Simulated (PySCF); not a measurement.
BCl3FH, SMILES `F.ClB(Cl)Cl`.

Level of theory: B3LYP/def2-SVP (PySCF), at an unrelaxed start geometry of a pair search. Without diffuse functions Rydberg states are missing, so the states' numbers hold for this basis only.

Coordinates in Å:

```
F1      -2.6385    0.0463   -1.2057
H2      -2.4563   -0.4044   -0.3994
Cl3      0.5591    1.7242    0.1499
B4       0.4761    0.0119    0.1886
Cl5      1.6556   -0.9580   -0.5998
Cl6     -0.8134   -0.7705    1.0561
```

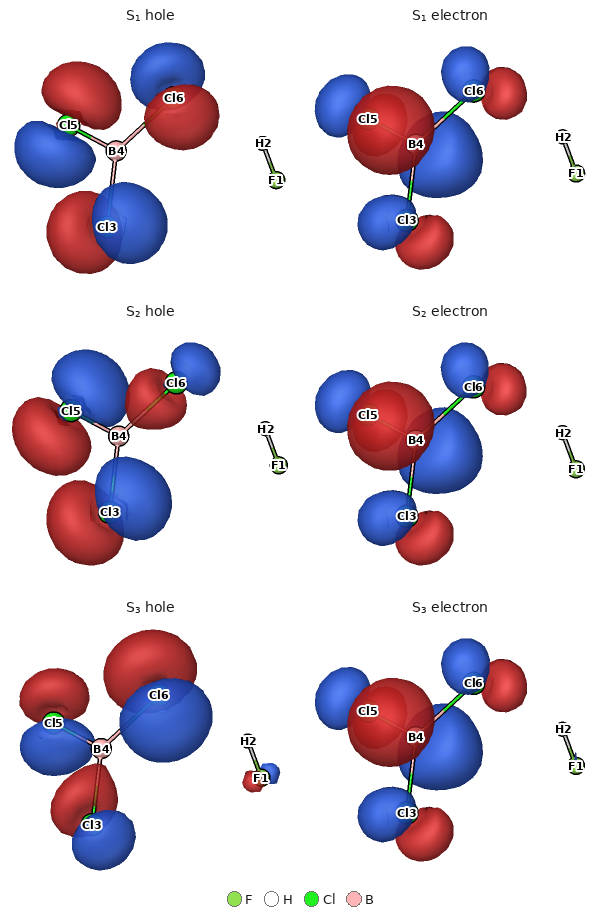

Leading natural transition orbitals (TDA singlet states).

> Describe these excited states.

By state:
- S₁: 5.80 eV (214 nm), f = 0.000 (dark); the leading pair carries 100 %; hole on Cl3 (37 %), Cl5 (36 %) and Cl6 (24 %), electron on B4 (49 %), Cl3 and Cl5 (17 % each) and Cl6 (14 %); their centroids lie 0.2 Å apart.
- S₂: 6.66 eV (186 nm), f = 0.000 (dark); the leading pair carries 100 %; hole on Cl3 (42 %), Cl5 (40 %) and Cl6 (12 %), electron on B4 (49 %), Cl3 and Cl5 (18 % each) and Cl6 (14 %); their centroids lie 0.5 Å apart.
- S₃: 6.81 eV (182 nm), f = 0.000 (very weak); the leading pair carries 100 %; hole on Cl6 (56 %), Cl5 (20 %) and Cl3 (16 %), electron on B4 (49 %), Cl3 and Cl5 (17 % each) and Cl6 (15 %); their centroids lie 0.8 Å apart.
